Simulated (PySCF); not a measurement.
```xyz
18

N    -2.3343    1.8831    0.4004
Si   -1.7849    0.2632    0.2649
F    -1.1717   -0.0320    1.7361
N    -0.6784    0.2693   -1.0358
C     0.0426   -0.8998   -1.4779
C     1.1903   -1.3005   -0.5476
Si    2.4912    0.0646   -0.3070
H    -2.8135    2.1373    1.2477
H    -2.7803    2.3103   -0.3923
H    -2.7216   -0.8355    0.0783
H    -0.1500    1.1155   -1.1850
H     0.4337   -0.7120   -2.4839
H    -0.6766   -1.7219   -1.5449
H     0.7665   -1.5686    0.4213
H     1.6608   -2.2012   -0.9472
H     1.9617    1.1807    0.4766
H     3.6511   -0.5061    0.3823
H     2.9047    0.5598   -1.6271
```

Geometry: GFN2-xTB.

The calculation used PBE0/pcSseg-1, SCF density, gas phase, non-relativistic in PySCF.

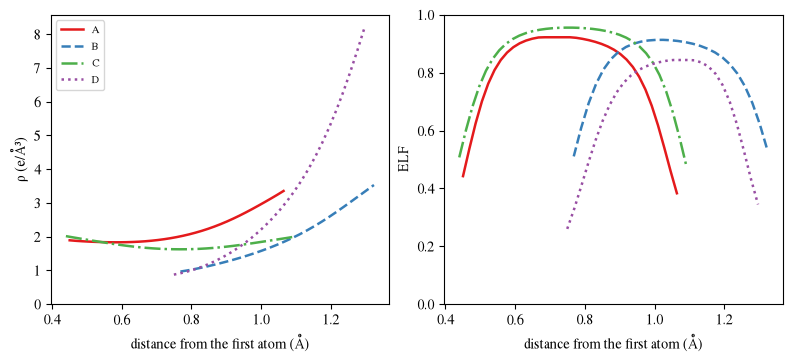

C₂H₁₁FN₂Si₂. Total electron density and electron localisation function along straight lines between neighbouring atoms. The curves leave out the atomic cores.

### Which curve belongs to which contact (C–C, C–N, Si–F and Si–N)? The first atom named is at distance zero.

Curve A: C–N (1.44 Å): ρ is about 1.9 e/Å³ halfway; the ELF peaks at about 0.90 between the atoms (localised, covalent bonding). Curve B: Si–N (1.71 Å): the density is about 1.1 e/Å³ at the midpoint; the ELF peaks at about 0.90 between the atoms: a polar covalent bond. Curve C: C–C (1.53 Å): the density is about 1.6 e/Å³ at the midpoint; the ELF peaks at about 0.95 between the atoms; a shared electron pair. Curve D: Si–F (1.62 Å): ρ at the midpoint is about 1 e/Å³; the ELF peaks at about 0.85 in the valence shell of F, 0.6 Å from its nucleus, and is about 0.50 at the midpoint.
